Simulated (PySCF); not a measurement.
# Si3NH9: NMR shifts at several levels of theory, part 2 of 2

PySCF 2.14.0. Atoms count from 0.

## Step 9: Shielding tensors: KT2/pcSseg-2

What the job is given:

```
{"job": {"kind": "nmr", "xc": "KT2", "basis": "pcSseg-2", "pop": false}, "charge": 0, "multiplicity": 1}
Si     0.355756     1.703146    -0.162719
N     -0.000206     0.002534     0.074564
Si    -1.644154    -0.514524     0.401577
Si     1.286998    -1.187168     0.008699
H     -0.361976     2.257169    -1.351036
H     -0.025564     2.515649     1.032647
H      1.829490     1.820306    -0.386001
H     -2.508417     0.704306     0.351723
H     -2.121981    -1.498022    -0.617525
H     -1.767158    -1.149004     1.749691
H      0.673802    -2.516223     0.314587
H      1.920353    -1.240315    -1.344094
H      2.354285    -0.896864     1.013849
```

Level: GIAO KT2/pcSseg-2 NMR shielding, non-relativistic, gas phase.

Standard output:

```text
coarse grid: 11520 points
cycle   1  E = -937.1545015611  dE = -8.549e-02  |g| = 5.373e-01  |ddm| = 2.545e+00
cycle   2  E = -936.8938498487  dE =  2.607e-01  |g| = 1.151e+00  |ddm| = 1.166e+00
cycle   3  E = -937.2161645973  dE = -3.223e-01  |g| = 1.025e-01  |ddm| = 9.408e-01
cycle   4  E = -937.2191108536  dE = -2.946e-03  |g| = 1.870e-02  |ddm| = 1.243e-01
cycle   5  E = -937.2192193941  dE = -1.085e-04  |g| = 5.596e-03  |ddm| = 2.933e-02
cycle   6  E = -937.2192267119  dE = -7.318e-06  |g| = 8.999e-04  |ddm| = 6.464e-03
final grid: 95120 points
cycle   7  E = -937.2658499209  dE = -1.805e-04  |g| = 1.846e-02  |ddm| = 3.991e-02
cycle   8  E = -937.2657936477  dE =  5.627e-05  |g| = 2.113e-02  |ddm| = 1.643e-02
cycle   9  E = -937.2658538903  dE = -6.024e-05  |g| = 1.020e-02  |ddm| = 1.663e-02
cycle  10  E = -937.2658770222  dE = -2.313e-05  |g| = 6.339e-04  |ddm| = 6.740e-03
cycle  11  E = -937.2658771598  dE = -1.376e-07  |g| = 7.015e-05  |ddm| = 8.773e-04
cycle  12  E = -937.2658771616  dE = -1.816e-09  |g| = 8.605e-06  |ddm| = 9.234e-05
cycle  13  E = -937.2658771616  dE = -2.183e-11  |g| = 2.477e-06  |ddm| = 1.106e-05
converged SCF energy = -937.2658771616

GIAO shielding tensors (ppm)
atom      isotropic    diamagn.    paramagn.     s11        s22        s33       span
  0 Si     394.882     881.064    -486.182    355.676    357.971    470.998    115.323
  1 N      277.777     329.014     -51.237    276.866    277.952    278.514      1.648
  2 Si     394.782     881.041    -486.259    356.264    357.226    470.855    114.591
  3 Si     394.614     881.074    -486.461    355.257    357.897    470.687    115.430
  4 H       26.284      28.890      -2.606     23.085     24.385     31.383      8.298
  5 H       26.282      28.799      -2.517     23.082     24.387     31.377      8.295
  6 H       26.321      29.033      -2.712     23.188     25.007     30.769      7.581
  7 H       26.320      29.003      -2.683     23.180     25.003     30.778      7.598
  8 H       26.286      28.882      -2.596     23.102     24.394     31.361      8.258
  9 H       26.284      28.776      -2.492     23.079     24.387     31.385      8.307
 10 H       26.317      29.017      -2.701     23.180     25.018     30.752      7.572
 11 H       26.282      28.876      -2.594     23.070     24.359     31.419      8.349
 12 H       26.282      28.822      -2.540     23.099     24.413     31.334      8.235
```

It took 51 s on 1 thread of Arm Neoverse V1, shared host; peak memory 0.95 GiB.

Key values: δ Si0 -43.8, N1 -17.7, H4 4.88 ppm (means over like atoms).

## Step 10: Shielding tensors: KT3/pcSseg-2

The job, as its differences from that of step 9:

```diff
@@ -1,2 +1,2 @@
-{"job": {"kind": "nmr", "xc": "KT2", "basis": "pcSseg-2", "pop": false}, "charge": 0, "multiplicity": 1}
+{"job": {"kind": "nmr", "xc": "KT3", "basis": "pcSseg-2", "pop": false}, "charge": 0, "multiplicity": 1}
 Si     0.355756     1.703146    -0.162719
```

With the program's defaults for keys left out, this is: GIAO KT3/pcSseg-2 NMR shielding, non-relativistic, gas phase.

Standard output:

```text
coarse grid: 11520 points
cycle   1  E = -936.4277316844  dE = -1.120e-01  |g| = 5.575e-01  |ddm| = 2.602e+00
cycle   2  E = -936.1706890999  dE =  2.570e-01  |g| = 1.151e+00  |ddm| = 1.234e+00
cycle   3  E = -936.4931973149  dE = -3.225e-01  |g| = 1.085e-01  |ddm| = 9.968e-01
cycle   4  E = -936.4965751225  dE = -3.378e-03  |g| = 2.093e-02  |ddm| = 1.270e-01
cycle   5  E = -936.4967058983  dE = -1.308e-04  |g| = 5.997e-03  |ddm| = 3.053e-02
cycle   6  E = -936.4967142245  dE = -8.326e-06  |g| = 8.500e-04  |ddm| = 7.058e-03
final grid: 95120 points
cycle   7  E = -936.5370215268  dE = -2.112e-04  |g| = 1.778e-02  |ddm| = 3.916e-02
cycle   8  E = -936.5370191534  dE =  2.373e-06  |g| = 1.173e-02  |ddm| = 8.921e-03
cycle   9  E = -936.5370242210  dE = -5.068e-06  |g| = 7.472e-03  |ddm| = 8.986e-03
cycle  10  E = -936.5370365720  dE = -1.235e-05  |g| = 5.075e-04  |ddm| = 4.617e-03
cycle  11  E = -936.5370366529  dE = -8.095e-08  |g| = 8.170e-05  |ddm| = 7.120e-04
cycle  12  E = -936.5370366555  dE = -2.549e-09  |g| = 8.508e-06  |ddm| = 1.105e-04
cycle  13  E = -936.5370366555  dE = -2.046e-11  |g| = 2.876e-06  |ddm| = 1.069e-05
converged SCF energy = -936.5370366555

GIAO shielding tensors (ppm)
atom      isotropic    diamagn.    paramagn.     s11        s22        s33       span
  0 Si     403.891     880.167    -476.276    367.659    371.466    472.549    104.890
  1 N      275.688     328.409     -52.721    274.803    275.905    276.355      1.553
  2 Si     403.822     880.142    -476.320    367.741    371.313    472.412    104.671
  3 Si     403.666     880.175    -476.509    367.446    371.313    472.237    104.791
  4 H       26.676      29.311      -2.635     23.514     24.789     31.725      8.211
  5 H       26.674      29.198      -2.525     23.511     24.792     31.718      8.208
  6 H       26.715      29.481      -2.766     23.573     25.447     31.126      7.553
  7 H       26.714      29.449      -2.735     23.565     25.443     31.135      7.569
  8 H       26.678      29.301      -2.623     23.530     24.801     31.702      8.172
  9 H       26.675      29.174      -2.498     23.509     24.789     31.728      8.219
 10 H       26.711      29.462      -2.752     23.564     25.458     31.110      7.546
 11 H       26.674      29.299      -2.625     23.500     24.762     31.761      8.261
 12 H       26.674      29.220      -2.546     23.526     24.819     31.678      8.152
```

It took 46 s on 1 thread of Arm Neoverse V1, shared host; peak memory 0.95 GiB.

In short: δ Si0 -45.6, N1 -17.0, H4 4.67 ppm (means over like atoms).

## Step 11: Nuclear shieldings: B97-D/pcSseg-2

The job, as its differences from that of step 10:

```diff
@@ -1,2 +1,2 @@
-{"job": {"kind": "nmr", "xc": "KT3", "basis": "pcSseg-2", "pop": false}, "charge": 0, "multiplicity": 1}
+{"job": {"kind": "nmr", "xc": "B97-D", "basis": "pcSseg-2", "pop": false}, "charge": 0, "multiplicity": 1}
 Si     0.355756     1.703146    -0.162719
```

Level: GIAO B97-D/pcSseg-2 NMR shielding, non-relativistic, gas phase.

Standard output:

```text
coarse grid: 11520 points
cycle   1  E = -928.6229614611  dE = -1.240e-01  |g| = 5.838e-01  |ddm| = 2.637e+00
cycle   2  E = -928.3526419679  dE =  2.703e-01  |g| = 1.204e+00  |ddm| = 1.148e+00
cycle   3  E = -928.6901181011  dE = -3.375e-01  |g| = 1.315e-01  |ddm| = 9.389e-01
cycle   4  E = -928.6948807456  dE = -4.763e-03  |g| = 2.837e-02  |ddm| = 1.484e-01
cycle   5  E = -928.6950884715  dE = -2.077e-04  |g| = 4.955e-03  |ddm| = 3.559e-02
cycle   6  E = -928.6950954845  dE = -7.013e-06  |g| = 7.970e-04  |ddm| = 6.254e-03
final grid: 95120 points
cycle   7  E = -928.7014463239  dE = -8.454e-05  |g| = 1.064e-02  |ddm| = 4.099e-02
cycle   8  E = -928.7014011809  dE =  4.514e-05  |g| = 1.648e-02  |ddm| = 1.432e-02
cycle   9  E = -928.7014561826  dE = -5.500e-05  |g| = 4.555e-03  |ddm| = 1.231e-02
cycle  10  E = -928.7014604862  dE = -4.304e-06  |g| = 1.328e-04  |ddm| = 2.555e-03
cycle  11  E = -928.7014604908  dE = -4.615e-09  |g| = 7.326e-05  |ddm| = 2.263e-04
cycle  12  E = -928.7014604922  dE = -1.339e-09  |g| = 1.199e-05  |ddm| = 8.395e-05
cycle  13  E = -928.7014604922  dE = -3.456e-11  |g| = 2.850e-06  |ddm| = 1.390e-05
converged SCF energy = -928.7014604922

GIAO shielding tensors (ppm)
atom      isotropic    diamagn.    paramagn.     s11        s22        s33       span
  0 Si     385.943     878.940    -492.998    349.704    353.454    454.670    104.966
  1 N      274.030     328.276     -54.246    273.092    274.270    274.727      1.636
  2 Si     385.831     878.916    -493.085    349.770    353.210    454.512    104.742
  3 Si     385.682     878.949    -493.266    349.433    353.265    454.349    104.917
  4 H       26.648      29.280      -2.633     23.494     24.781     31.667      8.173
  5 H       26.646      29.184      -2.538     23.491     24.785     31.662      8.171
  6 H       26.698      29.451      -2.753     23.575     25.445     31.073      7.498
  7 H       26.697      29.420      -2.723     23.568     25.441     31.081      7.514
  8 H       26.650      29.271      -2.621     23.511     24.794     31.645      8.134
  9 H       26.647      29.160      -2.513     23.489     24.781     31.671      8.182
 10 H       26.694      29.436      -2.742     23.567     25.457     31.057      7.490
 11 H       26.646      29.266      -2.620     23.479     24.754     31.704      8.225
 12 H       26.647      29.206      -2.559     23.508     24.812     31.620      8.113
```

It took 52 s on 1 thread of Arm Neoverse V1, shared host; peak memory 0.95 GiB.

Key values: δ Si0 -49.3, N1 -16.1, H4 4.73 ppm (means over like atoms).

## Step 12: NMR shieldings: B3LYP/pcSseg-2

The job, as its differences from that of step 11:

```diff
@@ -1,2 +1,2 @@
-{"job": {"kind": "nmr", "xc": "B97-D", "basis": "pcSseg-2", "pop": false}, "charge": 0, "multiplicity": 1}
+{"job": {"kind": "nmr", "xc": "B3LYP", "basis": "pcSseg-2", "pop": false}, "charge": 0, "multiplicity": 1}
 Si     0.355756     1.703146    -0.162719
```

Level: GIAO B3LYP/pcSseg-2 NMR shielding, non-relativistic, gas phase.

Standard output:

```text
coarse grid: 11520 points
cycle   1  E = -928.7743683531  dE = -1.448e-01  |g| = 5.384e-01  |ddm| = 2.590e+00
cycle   2  E = -928.6591033877  dE =  1.153e-01  |g| = 8.775e-01  |ddm| = 7.895e-01
cycle   3  E = -928.8266989772  dE = -1.676e-01  |g| = 9.852e-02  |ddm| = 5.870e-01
cycle   4  E = -928.8289186936  dE = -2.220e-03  |g| = 1.685e-02  |ddm| = 8.894e-02
cycle   5  E = -928.8289717195  dE = -5.303e-05  |g| = 1.813e-03  |ddm| = 1.639e-02
cycle   6  E = -928.8289727864  dE = -1.067e-06  |g| = 2.827e-04  |ddm| = 2.580e-03
final grid: 95120 points
cycle   7  E = -928.8421554682  dE = -1.751e-05  |g| = 2.812e-03  |ddm| = 1.791e-02
cycle   8  E = -928.8421525221  dE =  2.946e-06  |g| = 4.509e-03  |ddm| = 4.500e-03
cycle   9  E = -928.8421568998  dE = -4.378e-06  |g| = 5.298e-04  |ddm| = 2.820e-03
cycle  10  E = -928.8421569441  dE = -4.428e-08  |g| = 6.114e-05  |ddm| = 2.826e-04
cycle  11  E = -928.8421569448  dE = -6.808e-10  |g| = 1.324e-05  |ddm| = 7.495e-05
converged SCF energy = -928.8421569448

GIAO shielding tensors (ppm)
atom      isotropic    diamagn.    paramagn.     s11        s22        s33       span
  0 Si     375.555     877.540    -501.985    339.128    343.678    443.859    104.732
  1 N      274.986     328.968     -53.981    274.157    275.102    275.699      1.542
  2 Si     375.429     877.517    -502.088    339.120    343.476    443.692    104.572
  3 Si     375.286     877.548    -502.262    338.860    343.471    443.527    104.666
  4 H       26.712      29.049      -2.337     23.548     24.819     31.769      8.220
  5 H       26.711      28.969      -2.258     23.544     24.826     31.762      8.219
  6 H       26.746      29.210      -2.465     23.579     25.497     31.160      7.581
  7 H       26.745      29.182      -2.436     23.573     25.494     31.169      7.597
  8 H       26.714      29.041      -2.327     23.563     24.833     31.746      8.183
  9 H       26.712      28.945      -2.233     23.544     24.819     31.773      8.230
 10 H       26.743      29.198      -2.455     23.572     25.510     31.146      7.573
 11 H       26.711      29.033      -2.322     23.533     24.795     31.806      8.273
 12 H       26.711      28.990      -2.279     23.560     24.851     31.721      8.161
```

Wall time 38 s (1 thread of Arm Neoverse V1, shared host); peak memory 1.2 GiB.

This run: δ Si0 -50.8, N1 -16.5, H4 4.67 ppm (means over like atoms).

## Step 13: NMR shieldings: PBE0/pcSseg-2

The job, as its differences from that of step 12:

```diff
@@ -1,2 +1,2 @@
-{"job": {"kind": "nmr", "xc": "B3LYP", "basis": "pcSseg-2", "pop": false}, "charge": 0, "multiplicity": 1}
+{"job": {"kind": "nmr", "xc": "PBE0", "basis": "pcSseg-2", "pop": false}, "charge": 0, "multiplicity": 1}
 Si     0.355756     1.703146    -0.162719
```

Level: GIAO PBE0/pcSseg-2 NMR shielding, non-relativistic, gas phase.

Standard output:

```text
coarse grid: 11520 points
cycle   1  E = -928.2652567266  dE = -1.479e-01  |g| = 4.640e-01  |ddm| = 2.594e+00
cycle   2  E = -928.1985620167  dE =  6.669e-02  |g| = 7.005e-01  |ddm| = 6.350e-01
cycle   3  E = -928.3047101000  dE = -1.061e-01  |g| = 7.743e-02  |ddm| = 4.458e-01
cycle   4  E = -928.3060118083  dE = -1.302e-03  |g| = 1.310e-02  |ddm| = 6.703e-02
cycle   5  E = -928.3060427465  dE = -3.094e-05  |g| = 1.182e-03  |ddm| = 1.220e-02
cycle   6  E = -928.3060432424  dE = -4.959e-07  |g| = 2.070e-04  |ddm| = 1.779e-03
final grid: 95120 points
cycle   7  E = -928.3198427563  dE = -3.553e-05  |g| = 4.677e-03  |ddm| = 2.040e-02
cycle   8  E = -928.3198348358  dE =  7.921e-06  |g| = 7.595e-03  |ddm| = 6.505e-03
cycle   9  E = -928.3198470620  dE = -1.223e-05  |g| = 3.118e-04  |ddm| = 4.217e-03
cycle  10  E = -928.3198470817  dE = -1.963e-08  |g| = 6.397e-05  |ddm| = 3.260e-04
cycle  11  E = -928.3198470829  dE = -1.267e-09  |g| = 2.145e-05  |ddm| = 8.825e-05
cycle  12  E = -928.3198470830  dE = -9.481e-11  |g| = 1.643e-06  |ddm| = 2.027e-05
converged SCF energy = -928.3198470830

GIAO shielding tensors (ppm)
atom      isotropic    diamagn.    paramagn.     s11        s22        s33       span
  0 Si     386.800     878.005    -491.205    349.811    354.198    456.391    106.580
  1 N      282.097     329.231     -47.134    281.050    281.826    283.417      2.367
  2 Si     386.696     877.982    -491.286    349.834    354.015    456.241    106.407
  3 Si     386.542     878.012    -491.470    349.541    354.024    456.061    106.520
  4 H       26.496      28.947      -2.450     23.292     24.573     31.625      8.333
  5 H       26.495      28.859      -2.365     23.286     24.581     31.618      8.332
  6 H       26.513      29.074      -2.561     23.281     25.245     31.012      7.731
  7 H       26.512      29.044      -2.532     23.274     25.241     31.021      7.747
  8 H       26.497      28.938      -2.440     23.304     24.587     31.602      8.298
  9 H       26.496      28.837      -2.341     23.287     24.573     31.628      8.341
 10 H       26.509      29.060      -2.551     23.273     25.257     30.997      7.724
 11 H       26.496      28.932      -2.436     23.278     24.549     31.661      8.383
 12 H       26.494      28.880      -2.386     23.301     24.604     31.577      8.276
```

Wall time 38 s (1 thread of Arm Neoverse V1, shared host); peak memory 1.2 GiB.

Key values: δ Si0 -45.4, N1 -20.4, H4 4.74 ppm (means over like atoms).

## Step 14: NMR shieldings: mPW1PW91/pcSseg-2

The job, as its differences from that of step 13:

```diff
@@ -1,2 +1,2 @@
-{"job": {"kind": "nmr", "xc": "PBE0", "basis": "pcSseg-2", "pop": false}, "charge": 0, "multiplicity": 1}
+{"job": {"kind": "nmr", "xc": "mPW1PW91", "basis": "pcSseg-2", "pop": false}, "charge": 0, "multiplicity": 1}
 Si     0.355756     1.703146    -0.162719
```

With the program's defaults for keys left out, this is: GIAO mPW1PW91/pcSseg-2 NMR shielding, non-relativistic, gas phase.

Standard output:

```text
coarse grid: 11520 points
cycle   1  E = -928.7272274186  dE = -1.502e-01  |g| = 4.706e-01  |ddm| = 2.591e+00
cycle   2  E = -928.6574944296  dE =  6.973e-02  |g| = 7.149e-01  |ddm| = 6.428e-01
cycle   3  E = -928.7683982843  dE = -1.109e-01  |g| = 7.520e-02  |ddm| = 4.511e-01
cycle   4  E = -928.7696465154  dE = -1.248e-03  |g| = 1.385e-02  |ddm| = 6.750e-02
cycle   5  E = -928.7696811249  dE = -3.461e-05  |g| = 1.039e-03  |ddm| = 1.248e-02
cycle   6  E = -928.7696814813  dE = -3.564e-07  |g| = 1.967e-04  |ddm| = 1.560e-03
final grid: 95120 points
cycle   7  E = -928.7818681896  dE = -2.949e-05  |g| = 3.431e-03  |ddm| = 2.188e-02
cycle   8  E = -928.7818640933  dE =  4.096e-06  |g| = 5.591e-03  |ddm| = 4.784e-03
cycle   9  E = -928.7818706044  dE = -6.511e-06  |g| = 2.303e-04  |ddm| = 3.001e-03
cycle  10  E = -928.7818706179  dE = -1.345e-08  |g| = 1.187e-04  |ddm| = 3.957e-04
cycle  11  E = -928.7818706217  dE = -3.839e-09  |g| = 9.560e-06  |ddm| = 1.167e-04
cycle  12  E = -928.7818706217  dE = -1.205e-11  |g| = 1.694e-06  |ddm| = 8.009e-06
converged SCF energy = -928.7818706217

GIAO shielding tensors (ppm)
atom      isotropic    diamagn.    paramagn.     s11        s22        s33       span
  0 Si     385.863     878.154    -492.291    349.125    354.139    454.326    105.201
  1 N      281.161     329.301     -48.140    280.082    280.845    282.557      2.475
  2 Si     385.762     878.131    -492.369    349.102    354.004    454.180    105.078
  3 Si     385.608     878.161    -492.554    348.878    353.951    453.994    105.117
  4 H       26.577      29.036      -2.459     23.381     24.659     31.691      8.310
  5 H       26.575      28.945      -2.370     23.374     24.668     31.683      8.309
  6 H       26.594      29.164      -2.570     23.366     25.333     31.084      7.718
  7 H       26.593      29.134      -2.541     23.359     25.329     31.093      7.734
  8 H       26.578      29.027      -2.449     23.392     24.674     31.667      8.275
  9 H       26.576      28.922      -2.346     23.376     24.659     31.694      8.318
 10 H       26.590      29.150      -2.560     23.357     25.345     31.068      7.711
 11 H       26.576      29.022      -2.446     23.367     24.636     31.726      8.360
 12 H       26.574      28.966      -2.392     23.389     24.691     31.643      8.254
```

Wall time 34 s (1 thread of Arm Neoverse V1, shared host); peak memory 1.2 GiB.

In short: δ Si0 -45.7, N1 -20.7, H4 4.71 ppm (means over like atoms).

## Step 15: Comparing the runs: NMR shifts

Shifts (ppm), means over like atoms, with basis size and wall time:

```
              run    H4    Si0     N1  functions  time
      HF/pcSseg-2  4.31  -48.4  -30.2        291  20 s
     LDA/pcSseg-2  5.14  -44.9  -13.2        291  38 s
     PBE/pcSseg-2  4.92  -46.9  -14.8        291  44 s
    BLYP/pcSseg-2  4.79  -52.9  -11.7        291  44 s
    BP86/pcSseg-2  4.90  -47.1  -15.2        291  61 s
    OPBE/pcSseg-2  4.84  -41.3  -18.3        291  55 s
     KT2/pcSseg-2  4.88  -43.8  -17.7        291  51 s
     KT3/pcSseg-2  4.67  -45.6  -17.0        291  46 s
   B97-D/pcSseg-2  4.73  -49.3  -16.1        291  52 s
   B3LYP/pcSseg-2  4.67  -50.8  -16.5        291  38 s
    PBE0/pcSseg-2  4.74  -45.4  -20.4        291  38 s
mPW1PW91/pcSseg-2  4.71  -45.7  -20.7        291  34 s
```

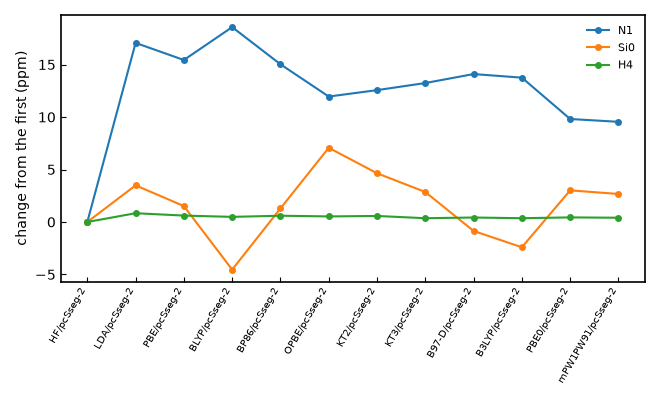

How the tabulated atoms move from run to run.

## Step 16: What came out

The summary covers parts 1 to 2.

| quantity | value |
| --- | --- |
| rotational constants (main isotopes) | 3.06, 3.04, 1.61 GHz |
| 1H shifts against TMS (HF/pcSseg-2, means over atoms taken as alike) | 4.31 ppm |
| 29Si shifts against TMS (HF/pcSseg-2, means over atoms taken as alike) | -48.4 ppm |
| 15N shifts against NH3 (HF/pcSseg-2) | -30.2 ppm |
| range of the shift of N1 | -30.2 to -11.7 ppm |

Single values in the summary come from the first run of each kind that ended normally (HF/pcSseg-2), which need not be the best level. Over 18 steps the energy fell by 0.146 eV; of the close pairs, Si0–H6 changed most, 1.460 to 1.495 Å. At HF/pcSseg-2: The widest tensor belongs to Si0, Si2, Si3: span 81 ppm, with a paramagnetic part of -443 ppm. Across the 12 runs the shift of N1 moves most, between -30.2 (HF/pcSseg-2) and -11.7 ppm (BLYP/pcSseg-2).
